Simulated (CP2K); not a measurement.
**CH4AlIn (SMILES [CH2]1[AlH][InH]1) at GFN2-xTB**

What is the vertical ionisation energy of CH4AlIn at GFN2-xTB? 

The calculation is run with CP2K 2026.2.

3 further runs of the same task are left out: 1 that didn't finish, 2 set aside as unsound or not needed.

**1. Starting point**

The species is CH4AlIn (7 atoms), meant as a singlet with charge 0. SMILES: `[CH2]1[AlH][InH]1`. The coordinates come from a PBE0-D4/def2-TZVP relaxation.

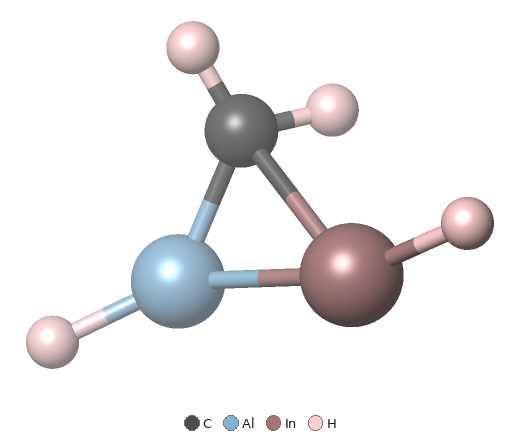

Viewed from a chosen angle; carbon dark grey, aluminium light blue, indium brown, hydrogen pink.

**2. A single-point energy at GFN2-xTB**

mol.inp reads:

```
&GLOBAL
    PROJECT_NAME mol
    RUN_TYPE ENERGY
    PRINT_LEVEL MEDIUM
&END

&FORCE_EVAL
    METHOD QUICKSTEP
    &DFT
        &QS
            METHOD XTB
            EPS_DEFAULT 1.0E-10
            &XTB
                GFN_TYPE TBLITE
                &TBLITE
                    METHOD GFN2
                &END
                CHECK_ATOMIC_CHARGES F
            &END
        &END
        &POISSON
            PERIODIC NONE
            POISSON_SOLVER ANALYTIC
        &END
        ! SCF settings
        &SCF
            SCF_GUESS ATOMIC
            EPS_SCF 1.0E-06
            MAX_SCF 150
            ADDED_MOS 8
            &DIAGONALIZATION
                ALGORITHM STANDARD
            &END
            &MIXING
                METHOD DIRECT_P_MIXING
                ALPHA 0.4
            &END
        &END
        ! extra output
        &PRINT
            &MOMENTS
                PERIODIC F
                REFERENCE COM
                MAX_MOMENT 1
            &END
            &MO ON
                ENERGIES T
                OCCUPATION_NUMBERS T
                NDIGITS 6
                &EACH
                    QS_SCF 0
                &END
                ADD_LAST NUMERIC
            &END
            &HIRSHFELD OFF
            &END
        &END
    &END
    &SUBSYS
        &CELL
            ABC 19 20.5 19.3
            PERIODIC NONE
        &END
        &COORD
            C      8.290700    10.297800     8.944600
            Al     8.448500    11.080500    10.639900
            In    10.133000     9.241000    10.146100
            H      8.006800     9.237800     8.847200
            H      8.037500    10.800700     8.009000
            H      8.416100    12.523800    11.291000
            H     10.993200     7.976200     9.336200
        &END
    &END
&END
```

On the command line:

```sh
OMP_NUM_THREADS=1 cp2k.psmp -i mol.inp > mol.out 2>&1
```

Output:

```text
CP2K| version string:                                       CP2K version 2026.2
[...]
 GLOBAL| Method name                                                        CP2K
[...]
 GLOBAL| Run type                                                         ENERGY
[...]
                             - Atoms:                                          7
[...]
                             - Spherical basis functions:                     26
[...]
 Number of electrons:                                                         14
[...]
  *** SCF run converged in    24 steps ***
[...]
  Fermi energy:                                                -0.29937237844176
[...]
 TB_DIPOLE| Moment [Debye]         -0.43354665       0.38484834       1.55938974
 TB_DIPOLE| Derivative [a.u.]       0.00000000       0.00000000       0.00000000
[...]
 ENERGY| Total FORCE_EVAL ( QS ) energy [hartree]             -6.341330785347798
[...]
```

Run time: 0.32 s. Hardware: 1 thread of Arm Neoverse V1, shared host; peak memory 0.14 GiB.

**3. The doublet cation at the same level**

mol.inp reads:

```
&global
  project_name mol
  run_type ENERGY
  print_level MEDIUM
&end global

&force_eval
  method QUICKSTEP
  &dft
    charge 1
    multiplicity 2
    unrestricted_kohn_sham T
    &qs
      method XTB
      eps_default 1.0E-10
      &xtb
        gfn_type TBLITE
        &tblite
          method GFN2
        &end tblite
        check_atomic_charges F
      &end xtb
    &end qs
    &poisson
      periodic NONE
      poisson_solver ANALYTIC
    &end poisson
    &scf
      scf_guess ATOMIC
      eps_scf 1.0E-06
      max_scf 150
      added_mos 8
      &diagonalization
        algorithm STANDARD
      &end diagonalization
      &mixing
        method DIRECT_P_MIXING
        alpha 0.4
      &end mixing
      &smear ON
        method FERMI_DIRAC
        electronic_temperature [K] 300
        fixed_magnetic_moment 1.0
      &end smear
    &end scf
    &print
      &moments
        periodic F
        reference COM
        max_moment 1
      &end moments
      &mo ON
        energies T
        occupation_numbers T
        ndigits 6
        &each
          qs_scf 0
        &end each
        add_last NUMERIC
      &end mo
      &hirshfeld OFF
      &end hirshfeld
    &end print
  &end dft
  &subsys
    &cell
      abc [angstrom] 19 20.5 19.3
      periodic NONE
    &end cell
    &coord
      C      8.290700    10.297800     8.944600
      Al     8.448500    11.080500    10.639900
      In    10.133000     9.241000    10.146100
      H      8.006800     9.237800     8.847200
      H      8.037500    10.800700     8.009000
      H      8.416100    12.523800    11.291000
      H     10.993200     7.976200     9.336200
    &end coord
  &end subsys
&end force_eval
```

On the command line:

```sh
OMP_NUM_THREADS=1 cp2k.psmp -i mol.inp -o mol.out
```

Output:

```text
CP2K| version string:                                       CP2K version 2026.2
[...]
 GLOBAL| Method name                                                        CP2K
[...]
 GLOBAL| Run type                                                         ENERGY
[...]
                             - Atoms:                                          7
[...]
                             - Spherical basis functions:                     26
[...]
 Number of electrons:                                                          7
[...]
  *** SCF run converged in    29 steps ***
[...]
  Fermi energy:                                                -0.53319864967698
[...]
 TB_DIPOLE| Moment [Debye]         -2.60876163       2.21750108       0.12910263
 TB_DIPOLE| Derivative [a.u.]       0.00000000       0.00000000       0.00000000
[...]
 ENERGY| Total FORCE_EVAL ( QS ) energy [hartree]             -5.904959042778043
[...]
```

It took 0.61 s on 1 thread of Arm Neoverse V1, shared host; peak memory 0.14 GiB.

**4. Results**

Level: GFN2-xTB.

| quantity | value |
| --- | --- |
| singlet CH4AlIn: total energy | -6.34133 Eh |
| singlet CH4AlIn: dipole moment (from atomic charges alone) | 1.66 D |
| singlet CH4AlIn: HOMO energy | -8.92 eV |
| singlet CH4AlIn: LUMO energy | -7.37 eV |
| singlet CH4AlIn: HOMO–LUMO gap | 1.55 eV |
| singlet CH4AlIn: dispersion energy | -8.95 kJ/mol |
| doublet cation: total energy | -5.90496 Eh |
| doublet cation: HOMO energy (highest over α and β) | -15.03 eV |
| doublet cation: LUMO energy (lowest over α and β) | -14.77 eV |
| doublet cation: dispersion energy | -6.71 kJ/mol |
| vertical ionisation energy (to the doublet cation) | 11.874 eV |

What this shows: Removing an electron at fixed nuclei costs 11.87 eV (274 kcal/mol). No empirical shift is applied, and without it xTB methods put this difference several eV too high. The dipole (singlet CH4AlIn) comes from point charges on the atoms alone, without atomic dipoles, so it is partial.
